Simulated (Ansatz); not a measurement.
Input

```
crystal:
  periodic: [false, false, false]
  atoms:
    - {symbol: N, position_ang: [-1.127634, 1.449304, 0.196556]}
    - {symbol: C, position_ang: [0.054131, 0.809619, -0.353246]}
    - {symbol: N, position_ang: [0.521671, -0.229226, 0.523559]}
    - {symbol: Al, position_ang: [0.776400, -1.942619, 0.162112]}
    - {symbol: H, position_ang: [-1.386936, 2.262437, -0.348777]}
    - {symbol: H, position_ang: [-1.910774, 0.806436, 0.190824]}
    - {symbol: H, position_ang: [0.809057, 1.597676, -0.478596]}
    - {symbol: H, position_ang: [-0.100085, 0.359789, -1.346373]}
    - {symbol: H, position_ang: [0.672108, 0.134580, 1.455428]}
    - {symbol: H, position_ang: [0.440749, -2.434803, -1.306216]}
    - {symbol: H, position_ang: [1.316715, -2.870193, 1.325530]}
basis:
  gaussian: {orbitals: def2-TZVPP}
hamiltonian: {xc: pbe0, dispersion: d4}
output: {orbitals: {seedname: orbitals}}
```

Launched as:

```sh
ansatz run in.yaml --threads 2 --pin off --events-out ev --progress --plain --max-ram 4352MiB
```

Geometry: PBE0-D4/def2-TZVP.

Computed with RKS PBE0-D4/def2-TZVPP (Ansatz).

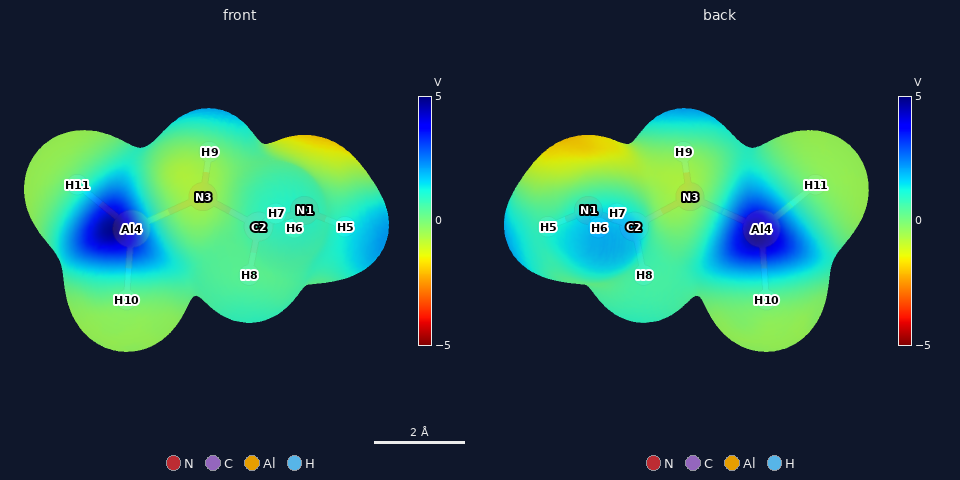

CH₇AlN₂ (SMILES NC[NH][AlH2]). The molecular electrostatic potential painted on the density surface at 0.004 e/bohr³, seen from the front and from behind; the colour scale runs from red (negative) to blue (positive).

**Describe the electrostatic potential map.**

The most negative region (about −1.9 V) lies over N1, the most positive (about +4.5 V) over Al4. N1 is the likeliest acceptor of a hydrogen bond.
